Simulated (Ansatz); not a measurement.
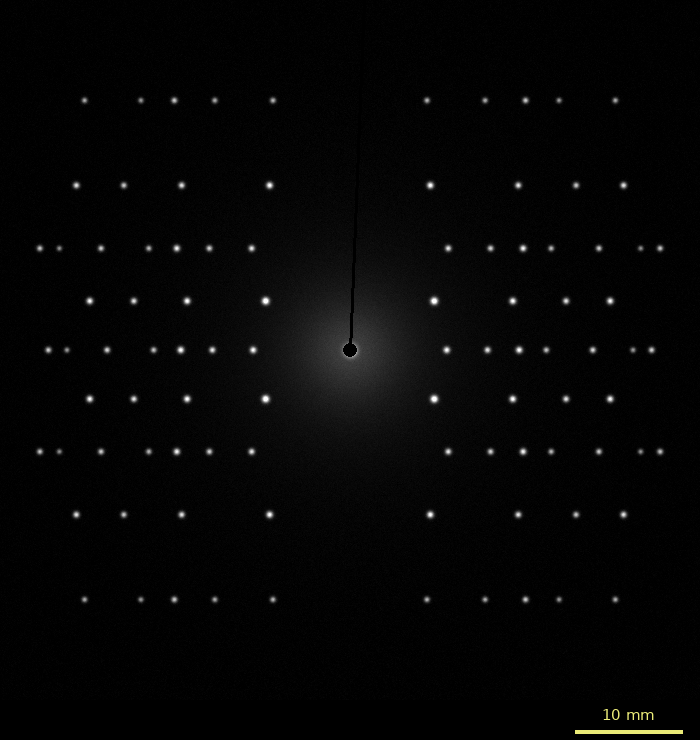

Simulated X-ray rotation photograph: Mo Kα radiation (λ = 0.7107 Å), cylindrical film of radius 28.65 mm unrolled, rotation axis vertical and normal to the beam, kinematic intensities without Lorentz or polarisation factors, the film spanning ±63° about the beam; spots down to d = 0.71 Å.

What lattice repeat along the rotation axis do the layer lines give?

Answer. The first layer line lies 4.6 mm from the equator, so tan ν = 0.161, sin ν = 0.159 and the period is λ/sin ν = 4.48 Å. Further lines follow at 9.6, 15.5, 23.5 mm.

The crystal is W, space group Im-3m (No. 229), a = 3.17 Å. Structure: the input geometry of an electronic-structure calculation (not necessarily at equilibrium).

About which axis was it rotated?

Answer. About [110] (or an equivalent direction), whose length in the conventional cell is 4.483 Å.
